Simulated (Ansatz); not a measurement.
**Geometry relaxation, with input and output: C2H5NO2Si**

- system: C2H5NO2Si
- method: RKS PBE0-D4/def2-TZVP (Ansatz 0.2.0)

The geometry: PBE-D4/def2-SVP start. Figures and captions count atoms from 1; the log counts them from 0 in places.

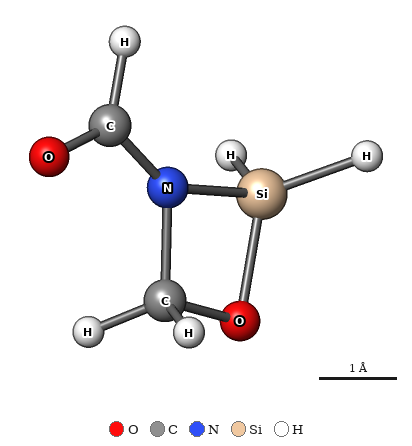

**Figure 1.** The input geometry (ball-and-stick view, seen at a tilt). Bond lengths as drawn: C–H 1.11 to 1.13 Å, C–N 1.37 to 1.48 Å, C–O 1.22 to 1.44 Å, H–Si 1.50 Å, N–Si 1.78 Å and O–Si 1.71 Å.

### Key numbers

| quantity | value |
| --- | --- |
| outcome | converged |
| total energy | −15609.5972 eV |
| mean-field energy | −15609.3846 eV |
| dispersion energy | −0.2126 eV |
| SCF solution under orbital rotations | stable |
| largest force (length of the vector) at the end | 0.001 eV/Å |
| dipole moment | 3.07 D |
| hardware | 4 threads of Arm Neoverse V2, 23 GiB of memory available, shared host |
| wall time | 30 s (CPU time 1.9 min) |
| peak memory | 0.61 GiB |

### Input
```yaml
crystal:
  periodic: [false, false, false]
  atoms:
    - {symbol: O, position_ang: [0.211408, -0.966495, -2.405910]}
    - {symbol: C, position_ang: [0.764442, -0.305463, -1.539669]}
    - {symbol: N, position_ang: [0.220735, -0.040727, -0.312119]}
    - {symbol: C, position_ang: [-1.105854, -0.509873, 0.137322]}
    - {symbol: O, position_ang: [-1.115451, 0.074954, 1.456562]}
    - {symbol: Si, position_ang: [0.430629, 0.768252, 1.257663]}
    - {symbol: H, position_ang: [1.786336, 0.156812, -1.664906]}
    - {symbol: H, position_ang: [-1.173446, -1.620457, 0.179204]}
    - {symbol: H, position_ang: [-1.933914, -0.115025, -0.493657]}
    - {symbol: H, position_ang: [0.475397, 2.268894, 1.247389]}
    - {symbol: H, position_ang: [1.505117, 0.232129, 2.158620]}
basis:
  gaussian: {orbitals: def2-TZVP}
hamiltonian: {xc: pbe0, dispersion: d4}
relax: {f_tol: 0.005, max_steps: 150}
```

Command:
```bash
ansatz run in.yaml --threads 4 --pin off --events-out ev --progress --plain --max-ram 10444MiB
```

### Output
```
Functional definition: PBE0
  name "PBE0"
  cite "Adamo & Barone, J. Chem. Phys. 110, 6158 (1999) doi:10.1063/1.478522"
  cite "Perdew, Burke & Ernzerhof, Phys. Rev. Lett. 77, 3865 (1996) doi:10.1103/PhysRevLett.77.3865"
  parent pbe
  parameter a = 0.25
  parameter kappa = 0.804
  parameter beta = 0.06672455060314922
  exchange = (1 - a)*pbe_x(kappa = kappa, mu = beta*pi^2/3) + a*exact_x
  correlation = pbe_c(beta = beta)
1305 factors; their error is unknown
mean field evaluation 1: about -15601.3548 eV, gradient 6.7e1 eV
mean field evaluation 2: about -15585.5235 eV, gradient 1.1e2 eV
mean field evaluation 4: about -15609.0382 eV, gradient 1.1e1 eV
mean field evaluation 8: about -15609.2530 eV, gradient 1.9e-1 eV
mean field evaluation 16: about -15609.2940 eV, gradient 3.3e-4 eV
mean field -15609.29395810 eV, -573.6309726006 hartree, gradient 3.0e-5 eV, S^2 0.000000; 0 other end points of the search recorded, 0 dependent functions left out
the calculation of the forces begins
reference -15609.29399065 eV, -573.6309737970 hartree; 27, 27 occupied and 195, 195 virtual orbitals, 1305 factors
relax step   1: F+E_penalty+E_count = -15609.50435467 eV  Δ(F+E_penalty+E_count) = +0.000e0 eV  max|allowed force component| = 1.035e0 eV/Å  Δτ_max = 0.0000 Å  (30 SCF iters, accepted)
these checks for a lower state are left out or cut short: starts, cluster_reference, orbital_swaps, neighbouring_geometries, increment
1305 factors; their error is unknown
mean field -15609.36813573 eV, -573.6336985784 hartree, gradient 9.3e-6 eV, S^2 0.000000; 0 other end points of the search recorded, 0 dependent functions left out
the calculation of the forces begins
reference -15609.36816804 eV, -573.6336997659 hartree; 27, 27 occupied and 195, 195 virtual orbitals, 1305 factors
relax step   2: F+E_penalty+E_count = -15609.57990372 eV  Δ(F+E_penalty+E_count) = -7.555e-2 eV  max|allowed force component| = 6.677e-1 eV/Å  Δτ_max = 0.0281 Å  (34 SCF iters, accepted)
these checks for a lower state are left out or cut short: starts, cluster_reference, orbital_swaps, neighbouring_geometries, increment
1305 factors; their error is unknown
mean field evaluation 32: about -15609.3842 eV, gradient 9.1e-6 eV
mean field -15609.38421240 eV, -573.6342893851 hartree, gradient 9.1e-6 eV, S^2 0.000000; 0 other end points of the search recorded, 0 dependent functions left out
the calculation of the forces begins
reference -15609.38424449 eV, -573.6342905645 hartree; 27, 27 occupied and 195, 195 virtual orbitals, 1305 factors
relax step   3: F+E_penalty+E_count = -15609.59682712 eV  Δ(F+E_penalty+E_count) = -1.692e-2 eV  max|allowed force component| = 9.352e-2 eV/Å  Δτ_max = 0.0176 Å  (34 SCF iters, accepted)
these checks for a lower state are left out or cut short: starts, cluster_reference, orbital_swaps, neighbouring_geometries, increment
1305 factors; their error is unknown
mean field -15609.38407092 eV, -573.6342841858 hartree, gradient 9.4e-6 eV, S^2 0.000000; 0 other end points of the search recorded, 0 dependent functions left out
the calculation of the forces begins
reference -15609.38410300 eV, -573.6342853648 hartree; 27, 27 occupied and 195, 195 virtual orbitals, 1305 factors
relax step   4: F+E_penalty+E_count = -15609.59668117 eV  Δ(F+E_penalty+E_count) = +1.459e-4 eV  max|allowed force component| = 9.528e-2 eV/Å  Δτ_max = 0.0048 Å  (34 SCF iters, rejected (line search))
these checks for a lower state are left out or cut short: starts, cluster_reference, orbital_swaps, neighbouring_geometries, increment
1305 factors; their error is unknown
mean field -15609.38451692 eV, -573.6343005761 hartree, gradient 9.3e-6 eV, S^2 0.000000; 0 other end points of the search recorded, 0 dependent functions left out
the calculation of the forces begins
reference -15609.38454901 eV, -573.6343017551 hartree; 27, 27 occupied and 195, 195 virtual orbitals, 1305 factors
relax step   5: F+E_penalty+E_count = -15609.59713183 eV  Δ(F+E_penalty+E_count) = -3.047e-4 eV  max|allowed force component| = 2.721e-2 eV/Å  Δτ_max = 0.0023 Å  (35 SCF iters, accepted)
these checks for a lower state are left out or cut short: starts, cluster_reference, orbital_swaps, neighbouring_geometries, increment
1305 factors; their error is unknown
mean field -15609.38452771 eV, -573.6343009723 hartree, gradient 9.3e-6 eV, S^2 0.000000; 0 other end points of the search recorded, 0 dependent functions left out
the calculation of the forces begins
reference -15609.38455979 eV, -573.6343021515 hartree; 27, 27 occupied and 195, 195 virtual orbitals, 1305 factors
relax step   6: F+E_penalty+E_count = -15609.59715860 eV  Δ(F+E_penalty+E_count) = -2.677e-5 eV  max|allowed force component| = 3.100e-2 eV/Å  Δτ_max = 0.0031 Å  (36 SCF iters, accepted)
these checks for a lower state are left out or cut short: starts, cluster_reference, orbital_swaps, neighbouring_geometries, increment
1305 factors; their error is unknown
mean field -15609.38458812 eV, -573.6343031925 hartree, gradient 9.4e-6 eV, S^2 0.000000; 0 other end points of the search recorded, 0 dependent functions left out
the calculation of the forces begins
reference -15609.38462021 eV, -573.6343043717 hartree; 27, 27 occupied and 195, 195 virtual orbitals, 1305 factors
relax step   7: F+E_penalty+E_count = -15609.59718973 eV  Δ(F+E_penalty+E_count) = -3.114e-5 eV  max|allowed force component| = 1.537e-2 eV/Å  Δτ_max = 0.0030 Å  (35 SCF iters, accepted)
these checks for a lower state are left out or cut short: starts, cluster_reference, orbital_swaps, neighbouring_geometries, increment
1305 factors; their error is unknown
mean field evaluation 64: about -15609.3844 eV, gradient 4.5e-1 eV
mean field -15609.38460653 eV, -573.6343038690 hartree, gradient 9.3e-6 eV, S^2 0.000000; 0 other end points of the search recorded, 0 dependent functions left out
the calculation of the forces begins
reference -15609.38463862 eV, -573.6343050483 hartree; 27, 27 occupied and 195, 195 virtual orbitals, 1305 factors
relax step   8: F+E_penalty+E_count = -15609.59720646 eV  Δ(F+E_penalty+E_count) = -1.673e-5 eV  max|allowed force component| = 1.235e-2 eV/Å  Δτ_max = 0.0023 Å  (36 SCF iters, accepted)
these checks for a lower state are left out or cut short: starts, cluster_reference, orbital_swaps, neighbouring_geometries, increment
1305 factors; their error is unknown
mean field -15609.38461218 eV, -573.6343040769 hartree, gradient 9.3e-6 eV, S^2 0.000000; 0 other end points of the search recorded, 0 dependent functions left out
the calculation of the forces begins
reference -15609.38464427 eV, -573.6343052561 hartree; 27, 27 occupied and 195, 195 virtual orbitals, 1305 factors
relax step   9: F+E_penalty+E_count = -15609.59721467 eV  Δ(F+E_penalty+E_count) = -8.210e-6 eV  max|allowed force component| = 5.876e-4 eV/Å  Δτ_max = 0.0023 Å  (35 SCF iters, accepted)
1305 factors; their error is unknown
mean field evaluation 96: about -15609.3846 eV, gradient 2.0e-3 eV
```

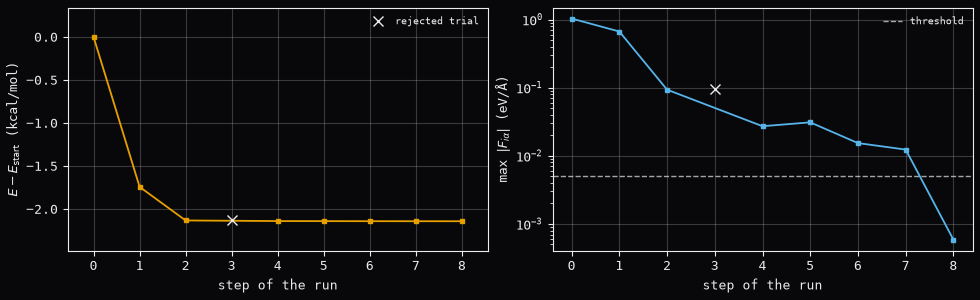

**Figure 2.** Progress of the relaxation, step by step (the first geometry is step 0 here and step 1 in the log).

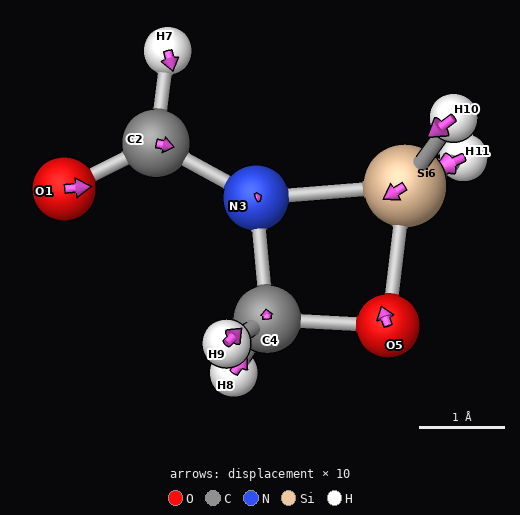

**Figure 3.** The starting structure with the displacements as pink arrows, magnified 10 times (ball-and-stick view, seen at a tilt). The two geometries are laid on each other by the best rigid fit. After 8 geometry steps the energy has fallen by 2.14 kcal/mol. The largest force component goes from 1 to 0.00059 eV/Å. The line search rejected the trial step at point 3 (counted from 0) and went back. The atom that moves furthest after the best rigid fit is H11 (0.044 Å). Largest moves by element: H 0.044 Å, O 0.034 Å, Si 0.032 Å, C 0.023 Å, N 0.008 Å. Distances before and after: O5–Si6 1.706 → 1.662 Å, N3–Si6 1.778 → 1.743 Å, C2–H7 1.129 → 1.106 Å, C4–H8 1.113 → 1.093 Å. (Atoms are counted from 1 in the order of the input.)

```
mean field -15609.38461218 eV, -573.6343040769 hartree, gradient 9.3e-6 eV, S^2 0.000000; 1 other end points of the search recorded, 0 dependent functions left out
the calculation of the forces begins
reference -15609.38464427 eV, -573.6343052561 hartree; 27, 27 occupied and 195, 195 virtual orbitals, 1305 factors
Total energy: -15609.59724676 eV, -573.6421182533 hartree
Atom 0 at     0.217296    -0.952729    -2.375378 Å, force     0.000028    -0.000062     0.000196 eV/Å
Atom 1 at     0.761283    -0.297775    -1.518101 Å, force     0.000088    -0.000135     0.000122 eV/Å
Atom 2 at     0.222785    -0.034655    -0.306856 Å, force    -0.000588     0.000344    -0.000452 eV/Å
Atom 3 at    -1.094441    -0.505349     0.132771 Å, force     0.000318     0.000331    -0.000019 eV/Å
Atom 4 at    -1.092947     0.079907     1.443440 Å, force     0.000165    -0.000187     0.000167 eV/Å
Atom 5 at     0.414007     0.750666     1.236952 Å, force    -0.000058    -0.000269     0.000118 eV/Å
Atom 6 at     1.763340     0.150166    -1.653078 Å, force     0.000073    -0.000029     0.000090 eV/Å
Atom 7 at    -1.156412    -1.595357     0.185620 Å, force    -0.000351    -0.000170     0.000160 eV/Å
Atom 8 at    -1.909365    -0.108018    -0.477802 Å, force     0.000440    -0.000021    -0.000153 eV/Å
Atom 9 at     0.461816     2.232320     1.228312 Å, force    -0.000151     0.000193     0.000164 eV/Å
Atom 10 at     1.478038     0.223825     2.124620 Å, force     0.000037     0.000004    -0.000392 eV/Å
Dipole moment:     0.271916     0.343852     0.465243 e Å
```

### Trajectory as extended XYZ (Å, eV, eV/Å), 9 frames, from step=1 to step=9
```
11
Properties=species:S:1:pos:R:3:forces:R:3 step=1 energy=-15609.50435
O     0.2114   -0.9665   -2.4059    0.6111   0.7075   0.9074
C     0.7644   -0.3055   -1.5397   -0.2952  -0.2042  -0.1286
N     0.2207   -0.0407   -0.3121    0.0484   0.1052   0.1603
C    -1.1059   -0.5099    0.1373   -0.1762  -0.1942  -0.2361
O    -1.1155    0.0750    1.4566    1.0350   0.3039  -0.4902
Si    0.4306    0.7683    1.2577   -0.8567  -0.6335  -0.4431
H     1.7863    0.1568   -1.6649   -0.6348  -0.3182   0.0089
H    -1.1734   -1.6205    0.1792    0.0767   0.6338   0.0452
H    -1.9339   -0.1150   -0.4937    0.4770  -0.1569   0.3965
H     0.4754    2.2689    1.2474   -0.0242  -0.3573  -0.0054
H     1.5051    0.2321    2.1586   -0.2610   0.1139  -0.2147
11
Properties=species:S:1:pos:R:3:forces:R:3 step=2 energy=-15609.57990
O     0.2167   -0.9547   -2.3850    0.1013   0.0971   0.0973
C     0.7616   -0.3004   -1.5262   -0.0274   0.0396   0.1440
N     0.2205   -0.0394   -0.3098    0.0432   0.1201   0.2066
C    -1.1000   -0.5086    0.1334   -0.0068  -0.0231  -0.0458
O    -1.1035    0.0763    1.4459    0.6032   0.2339  -0.1575
Si    0.4268    0.7606    1.2452   -0.6677  -0.4740  -0.3041
H     1.7691    0.1531   -1.6530   -0.1714  -0.0918  -0.0188
H    -1.1641   -1.6047    0.1838    0.0234   0.1938   0.0059
H    -1.9184   -0.1118   -0.4838    0.1480  -0.0530   0.1158
H     0.4679    2.2458    1.2334    0.0050  -0.0766   0.0029
H     1.4887    0.2270    2.1367   -0.0506   0.0338  -0.0463
11
Properties=species:S:1:pos:R:3:forces:R:3 step=3 energy=-15609.59683
O     0.2198   -0.9497   -2.3778   -0.0023  -0.0387  -0.0349
C     0.7622   -0.2990   -1.5172   -0.0300   0.0576   0.0278
N     0.2207   -0.0389   -0.3066    0.0611   0.0227   0.0069
C    -1.0962   -0.5064    0.1339    0.0224   0.0063  -0.0006
O    -1.0924    0.0807    1.4424    0.0237   0.0286   0.0333
Si    0.4169    0.7510    1.2351   -0.0935  -0.0620  -0.0246
H     1.7618    0.1550   -1.6479    0.0192  -0.0166  -0.0102
H    -1.1593   -1.5956    0.1881   -0.0076  -0.0239   0.0028
H    -1.9096   -0.1088   -0.4774   -0.0217   0.0064  -0.0109
H     0.4634    2.2313    1.2244    0.0076   0.0230  -0.0013
H     1.4781    0.2235    2.1235    0.0211  -0.0034   0.0117
11
Properties=species:S:1:pos:R:3:forces:R:3 step=4 energy=-15609.59668 accepted=F
O     0.2174   -0.9523   -2.3762   -0.0190  -0.0404  -0.0171
C     0.7607   -0.3001   -1.5170    0.0368   0.0763  -0.0224
N     0.2232   -0.0374   -0.3064   -0.0149   0.0065   0.0576
C    -1.0946   -0.5063    0.1316    0.0415   0.0566   0.0953
O    -1.0947    0.0807    1.4445    0.0697   0.0039  -0.0747
Si    0.4152    0.7507    1.2369   -0.0947  -0.0588  -0.0193
H     1.7599    0.1543   -1.6522    0.0148  -0.0204  -0.0041
H    -1.1553   -1.5949    0.1871   -0.0232  -0.0375  -0.0070
H    -1.9064   -0.1062   -0.4791   -0.0369  -0.0053  -0.0209
H     0.4631    2.2307    1.2265    0.0035   0.0283  -0.0024
H     1.4768    0.2240    2.1249    0.0223  -0.0092   0.0150
11
Properties=species:S:1:pos:R:3:forces:R:3 step=5 energy=-15609.59713
O     0.2201   -0.9507   -2.3778    0.0041   0.0048  -0.0005
C     0.7613   -0.2970   -1.5178   -0.0057  -0.0091  -0.0003
N     0.2216   -0.0382   -0.3065    0.0188   0.0139  -0.0005
C    -1.0958   -0.5064    0.1338    0.0037   0.0035  -0.0004
O    -1.0925    0.0809    1.4431   -0.0020   0.0028   0.0119
Si    0.4154    0.7501    1.2353   -0.0272  -0.0106   0.0003
H     1.7625    0.1540   -1.6483    0.0056  -0.0031  -0.0134
H    -1.1593   -1.5960    0.1882   -0.0022  -0.0072   0.0015
H    -1.9098   -0.1086   -0.4775   -0.0054   0.0004  -0.0014
H     0.4635    2.2314    1.2244    0.0033   0.0058  -0.0004
H     1.4784    0.2235    2.1236    0.0071  -0.0013   0.0032
11
Properties=species:S:1:pos:R:3:forces:R:3 step=6 energy=-15609.59716
O     0.2176   -0.9513   -2.3759    0.0135   0.0093  -0.0009
C     0.7614   -0.2970   -1.5178   -0.0310  -0.0218  -0.0004
N     0.2227   -0.0374   -0.3061    0.0195   0.0126  -0.0041
C    -1.0950   -0.5061    0.1333    0.0073   0.0027  -0.0064
O    -1.0928    0.0806    1.4428    0.0003   0.0064   0.0174
Si    0.4151    0.7503    1.2361   -0.0264  -0.0109  -0.0010
H     1.7624    0.1527   -1.6509    0.0142   0.0026  -0.0102
H    -1.1580   -1.5958    0.1871   -0.0027  -0.0061   0.0013
H    -1.9086   -0.1084   -0.4784   -0.0049  -0.0004  -0.0008
H     0.4629    2.2316    1.2256    0.0028   0.0073   0.0003
H     1.4778    0.2238    2.1247    0.0075  -0.0018   0.0048
11
Properties=species:S:1:pos:R:3:forces:R:3 step=7 energy=-15609.59719
O     0.2168   -0.9511   -2.3761    0.0055  -0.0020   0.0070
C     0.7616   -0.2980   -1.5179   -0.0099   0.0111  -0.0151
N     0.2240   -0.0370   -0.3058   -0.0072  -0.0036   0.0039
C    -1.0942   -0.5059    0.1330   -0.0042  -0.0036   0.0007
O    -1.0935    0.0808    1.4433   -0.0035  -0.0047  -0.0072
Si    0.4138    0.7501    1.2370    0.0154   0.0099   0.0066
H     1.7625    0.1524   -1.6539    0.0021  -0.0068   0.0041
H    -1.1578   -1.5959    0.1874    0.0020   0.0048  -0.0007
H    -1.9083   -0.1084   -0.4789    0.0054  -0.0010   0.0024
H     0.4630    2.2321    1.2265   -0.0014  -0.0050  -0.0002
H     1.4774    0.2239    2.1259   -0.0041   0.0009  -0.0017
11
Properties=species:S:1:pos:R:3:forces:R:3 step=8 energy=-15609.59721
O     0.2163   -0.9508   -2.3760   -0.0091  -0.0061  -0.0119
C     0.7609   -0.2971   -1.5185    0.0122   0.0000   0.0124
N     0.2237   -0.0362   -0.3061   -0.0026   0.0037   0.0024
C    -1.0941   -0.5059    0.1330    0.0004   0.0016   0.0020
O    -1.0934    0.0804    1.4433    0.0038   0.0002  -0.0033
Si    0.4140    0.7505    1.2372   -0.0009  -0.0018  -0.0016
H     1.7633    0.1502   -1.6536   -0.0024   0.0030   0.0012
H    -1.1568   -1.5958    0.1869    0.0004  -0.0007  -0.0006
H    -1.9082   -0.1086   -0.4787   -0.0011   0.0001  -0.0005
H     0.4625    2.2322    1.2270   -0.0005  -0.0001   0.0002
H     1.4772    0.2241    2.1261   -0.0003   0.0000  -0.0002
11
Properties=species:S:1:pos:R:3:forces:R:3 step=9 energy=-15609.59721
O     0.2173   -0.9527   -2.3754    0.0000  -0.0001   0.0002
C     0.7613   -0.2978   -1.5181    0.0001  -0.0001   0.0001
N     0.2228   -0.0347   -0.3069   -0.0006   0.0003  -0.0005
C    -1.0944   -0.5053    0.1328    0.0003   0.0003   0.0000
O    -1.0929    0.0799    1.4434    0.0002  -0.0002   0.0002
Si    0.4140    0.7507    1.2370   -0.0001  -0.0003   0.0001
H     1.7633    0.1502   -1.6531    0.0001   0.0000   0.0001
H    -1.1564   -1.5954    0.1856   -0.0004  -0.0002   0.0002
H    -1.9094   -0.1080   -0.4778    0.0004   0.0000  -0.0002
H     0.4618    2.2323    1.2283   -0.0002   0.0002   0.0002
H     1.4780    0.2238    2.1246    0.0000   0.0000  -0.0004
```

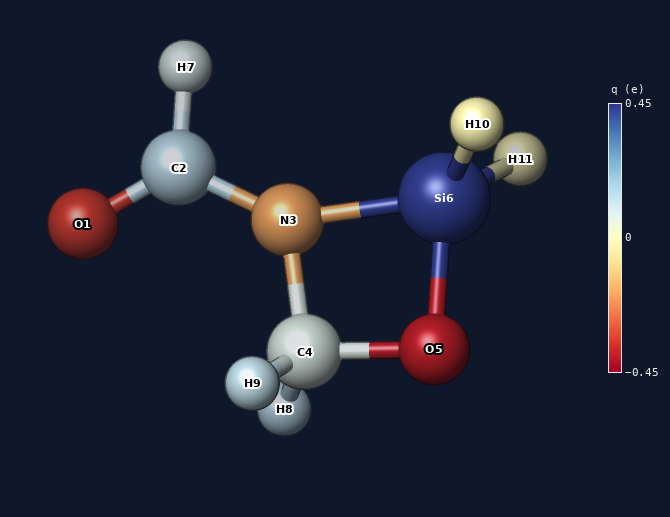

**Figure 4.** Mulliken charges, as the colour of each atom (ball-and-stick view, seen at a tilt; atoms are numbered from 1 in the order of the input). By element: O −0.39 to −0.34, C +0.07 to +0.13, N −0.18, Si +0.43 and H −0.02 to +0.13 e.
